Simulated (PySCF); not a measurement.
**What a change does: NMR shielding calculation on C$_{5}$H$_{3}$F$_{3}$O$_{2}$**

System: C$_{5}$H$_{3}$F$_{3}$O$_{2}$.
Method of the first run: GIAO PBE0/STO-3G NMR shielding, non-relativistic, gas phase (PySCF 2.14.0).

The geometry comes from this level: GFN2-xTB. Text and figures count atoms from 1; the logs count them from 0 in places.

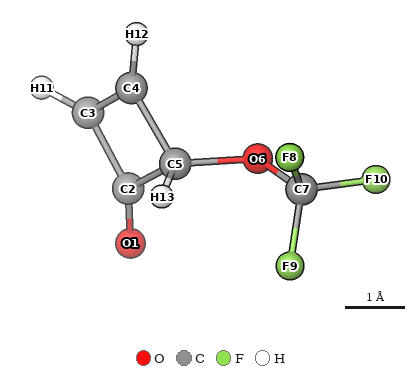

**Figure 1.** The structure as given in the input (ball-and-stick view, seen at a tilt; atoms are numbered from 1 in the order of the input).

**Input file, the first run**
```
{"job": {"kind": "nmr", "xc": "PBE0", "basis": "STO-3G", "pop": false, "scf": {"conv": 1e-07, "guess": "sap"}}, "charge": 0, "multiplicity": 1}
O      1.264266     2.294620    -0.285567
C      1.269461     1.121158    -0.102471
C      2.253746     0.022410    -0.054952
C      1.304550    -0.924023    -0.001904
C      0.144010     0.043008     0.072392
O     -0.782105    -0.035091    -1.019684
C     -2.058320    -0.121834    -0.698644
F     -2.345398    -1.201576     0.058306
F     -2.514742     0.924598     0.008263
F     -2.792610    -0.208859    -1.796203
H      3.327056     0.005874    -0.063917
H      1.310733    -1.997366    -0.021819
H     -0.385034     0.077568     1.027226
```

The first line tells a small driver script what to run in PySCF; the rest is the geometry in Å.

Command:
```bash
OMP_NUM_THREADS=1 python <driver script> task.json out
```

Hardware: 1 CPU thread, shared host.

**Output (the first run)**
```
final grid: 129384 points
cycle   1  E = -610.7812290715  dE =  1.603e+01  |g| = 4.792e+00  |ddm| = 1.096e+01
cycle   2  E = -490.0772337394  dE =  1.207e+02  |g| = 4.236e+00  |ddm| = 2.401e+01
cycle   3  E = -596.5973971811  dE = -1.065e+02  |g| = 4.781e+00  |ddm| = 2.428e+01
cycle   4  E = -608.1926809548  dE = -1.160e+01  |g| = 4.563e+00  |ddm| = 6.104e+00
cycle   5  E = -614.2207415159  dE = -6.028e+00  |g| = 4.240e+00  |ddm| = 3.800e+00
cycle   6  E = -607.2757223041  dE =  6.945e+00  |g| = 4.232e+00  |ddm| = 4.091e+00
cycle   7  E = -610.2624101841  dE = -2.987e+00  |g| = 5.074e+00  |ddm| = 1.792e+00
cycle   8  E = -611.8901252997  dE = -1.628e+00  |g| = 5.129e+00  |ddm| = 1.074e+00
cycle   9  E = -611.8016731412  dE =  8.845e-02  |g| = 5.140e+00  |ddm| = 5.121e-02
cycle  10  E = -609.9951056096  dE =  1.807e+00  |g| = 5.158e+00  |ddm| = 1.149e+00
cycle  11  E = -507.6222833455  dE =  1.024e+02  |g| = 7.233e+00  |ddm| = 2.462e+01
cycle  12  E = -603.6321535502  dE = -9.601e+01  |g| = 8.081e+00  |ddm| = 1.669e+01
cycle  13  E = -605.1089541599  dE = -1.477e+00  |g| = 5.237e+00  |ddm| = 1.184e+01
cycle  14  E = -629.5740838836  dE = -2.447e+01  |g| = 2.343e+00  |ddm| = 9.770e+00
cycle  15  E = -628.6886273050  dE =  8.855e-01  |g| = 2.385e+00  |ddm| = 7.200e+00
cycle  16  E = -632.8163765541  dE = -4.128e+00  |g| = 3.640e-01  |ddm| = 5.641e+00
cycle  17  E = -632.8189965669  dE = -2.620e-03  |g| = 3.535e-01  |ddm| = 7.896e-01
cycle  18  E = -632.8559322048  dE = -3.694e-02  |g| = 1.314e-01  |ddm| = 5.086e-01
cycle  19  E = -632.8607941155  dE = -4.862e-03  |g| = 6.376e-02  |ddm| = 1.491e-01
cycle  20  E = -632.8626046055  dE = -1.810e-03  |g| = 2.002e-02  |ddm| = 1.338e-01
cycle  21  E = -632.8626772834  dE = -7.268e-05  |g| = 1.344e-02  |ddm| = 3.567e-02
cycle  22  E = -632.8627280843  dE = -5.080e-05  |g| = 2.990e-03  |ddm| = 1.695e-02
cycle  23  E = -632.8627310599  dE = -2.976e-06  |g| = 3.235e-04  |ddm| = 4.734e-03
cycle  24  E = -632.8627310995  dE = -3.958e-08  |g| = 8.137e-05  |ddm| = 6.528e-04
converged SCF energy = -632.8627310995

GIAO shielding tensors (ppm)
atom      isotropic    diamagn.    paramagn.     s11        s22        s33       span
  0 O     -158.293     382.367    -540.660   -731.497   -178.169    434.786   1166.283
  1 C      111.249     260.498    -149.249     28.704    144.856    160.187    131.483
  2 C      108.992     262.302    -153.310     34.100    106.370    186.507    152.407
  3 C       99.985     256.942    -156.957     -3.331    102.872    200.414    203.744
  4 C      156.667     249.451     -92.784    122.242    168.246    179.513     57.272
  5 O      340.039     377.961     -37.922    329.839    339.370    350.908     21.069
  6 C      135.700     255.113    -119.413    130.583    137.936    138.580      7.997
  7 F      385.202     455.516     -70.314    372.902    388.816    393.888     20.986
  8 F      387.780     455.130     -67.350    371.693    392.690    398.958     27.265
  9 F      397.765     451.362     -53.596    366.155    407.518    419.623     53.468
 10 H       26.129      30.232      -4.103     24.186     25.357     28.845      4.659
 11 H       25.424      30.508      -5.084     23.192     25.805     27.274      4.082
 12 H       28.934      32.772      -3.838     25.056     29.710     32.035      6.980
```

For the second run the input was changed thus:
```diff
-"basis": "STO-3G"
-"pop": false
-"scf": {"conv": 1e-07
-"guess": "sap"}
+"basis": "pcSseg-1"
```

How does the second run compare with the first run?

The total energy of the second run is 5447.5 kcal/mol lower, which measures the change of basis and not a stability. The HOMO goes from −4.63 to −7.92 eV. The LUMO goes from 1.11 to −2.14 eV. The dipole moment goes from 2.51 to 4.26 D. Of all shieldings, the largest change is that of F10, by −148.7 ppm. The SCF takes 14 iterations against 24. The basis functions go from 53 to 185.

**Output (the second run)**
```
coarse grid: 12720 points
cycle   1  E = -641.1701506790  dE =  2.134e+00  |g| = 1.238e+00  |ddm| = 3.476e+00
cycle   2  E = -640.5611873654  dE =  6.090e-01  |g| = 2.214e+00  |ddm| = 2.798e+00
cycle   3  E = -641.4135539153  dE = -8.524e-01  |g| = 3.862e-01  |ddm| = 2.281e+00
cycle   4  E = -641.4412890697  dE = -2.774e-02  |g| = 8.887e-02  |ddm| = 3.402e-01
cycle   5  E = -641.4425812973  dE = -1.292e-03  |g| = 1.852e-02  |ddm| = 7.859e-02
cycle   6  E = -641.4426447822  dE = -6.348e-05  |g| = 6.917e-03  |ddm| = 1.917e-02
cycle   7  E = -641.4426547375  dE = -9.955e-06  |g| = 2.560e-03  |ddm| = 7.750e-03
final grid: 129384 points
cycle   8  E = -641.5438471158  dE = -2.085e-05  |g| = 1.639e-02  |ddm| = 2.921e-02
cycle   9  E = -641.5437083722  dE =  1.387e-04  |g| = 3.192e-02  |ddm| = 3.320e-02
cycle  10  E = -641.5438946410  dE = -1.863e-04  |g| = 2.958e-03  |ddm| = 2.428e-02
cycle  11  E = -641.5438961718  dE = -1.531e-06  |g| = 3.541e-04  |ddm| = 2.320e-03
cycle  12  E = -641.5438961866  dE = -1.476e-08  |g| = 2.419e-04  |ddm| = 4.465e-04
cycle  13  E = -641.5438961995  dE = -1.292e-08  |g| = 4.579e-05  |ddm| = 2.158e-04
cycle  14  E = -641.5438961999  dE = -4.127e-10  |g| = 1.487e-05  |ddm| = 5.045e-05
converged SCF energy = -641.5438961999

GIAO shielding tensors (ppm)
atom      isotropic    diamagn.    paramagn.     s11        s22        s33       span
  0 O     -251.758     397.254    -649.012   -758.161   -317.275    320.162   1078.323
  1 C        1.924     248.649    -246.725    -88.883     14.264     80.393    169.277
  2 C       31.755     257.320    -225.565    -66.485     31.936    129.814    196.299
  3 C       12.605     253.288    -240.682   -123.856      1.125    160.547    284.403
  4 C       94.114     246.821    -152.707     57.584    108.035    116.723     59.139
  5 O      205.496     399.080    -193.584    160.455    185.360    270.672    110.216
  6 C       56.864     236.447    -179.583     49.657     52.852     68.083     18.426
  7 F      243.460     473.538    -230.078    166.075    201.175    363.131    197.056
  8 F      244.029     472.982    -228.953    167.021    205.125    359.941    192.920
  9 F      249.048     467.044    -217.996    182.524    210.635    353.985    171.461
 10 H       25.080      30.653      -5.573     23.445     24.729     27.067      3.621
 11 H       22.984      30.631      -7.646     17.837     24.689     26.426      8.589
 12 H       26.117      31.145      -5.028     23.081     24.708     30.562      7.480
```

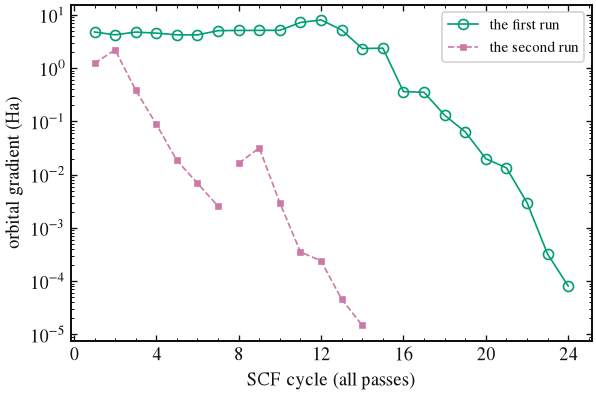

**Figure 2.** Convergence of the two runs: orbital gradient against the SCF cycle. A break in a curve parts two SCF passes (coarse and final grid). The first run takes 24 cycles in all, and the second run takes 14.

**The two runs side by side**

```csv
quantity,the first run,the second run
outcome,converged,converged
total energy (hartree),−632.862731,−641.543896
HOMO (eV),−4.63,−7.92
LUMO (eV),1.11,−2.14
dipole moment (D),2.51,4.26
shielding of O1 (ppm),−158.3,−251.8
shielding of C2 (ppm),111.2,1.9
shielding of C4 (ppm),100.0,12.6
shielding of O6 (ppm),340.0,205.5
shielding of F8 (ppm),385.2,243.5
shielding of F9 (ppm),387.8,244.0
shielding of F10 (ppm),397.8,249.0
SCF iterations,24,14
basis functions,53,185
wall time (shared host),5.2 s,16 s
```
